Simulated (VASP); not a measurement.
Band structure of Y (hcp). Level of theory: SCAN meta-GGA, VASP's PBE PAW potentials (set 64) (plane waves; VASP).

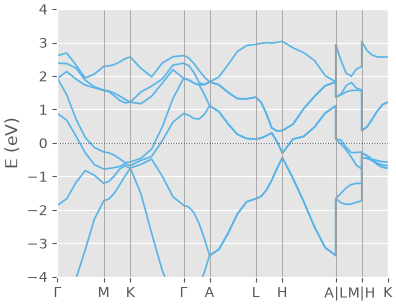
Figure: Bands along high-symmetry lines, zero at the valence-band maximum or, without a gap, the Fermi level

### Question
Read the plot: is there a gap, and where are the band edges?

### Answer
It has no gap at this level: it comes out as a metal or semimetal.

The compound is Y in the hcp structure. It was relaxed first.
